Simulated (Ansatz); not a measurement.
Start from CuI in the zinc blende structure (space group F-43m, No. 216; a = 6.079 Å).

One thing is altered: the cell is scaled by 1.0242 in all directions, atoms relaxed at fixed cell.

Level of theory: PBE, PAW, 420 eV (Ansatz, a program for electronic structure; no spin-orbit coupling).

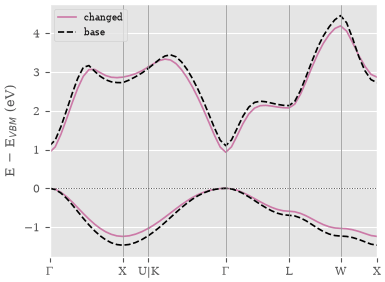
Fig. 1. Highest valence and lowest conduction band along the path, each from its own valence-band maximum

From the figure, how large is the changed gap, and is it direct?

About 0.9 eV, direct at Γ.

Spin-orbit coupling, missing from the scalar runs, can matter with I. The cells carry an imposed strain or load. Whether these cells are dynamically stable was not tested. All final runs are without spin polarisation.
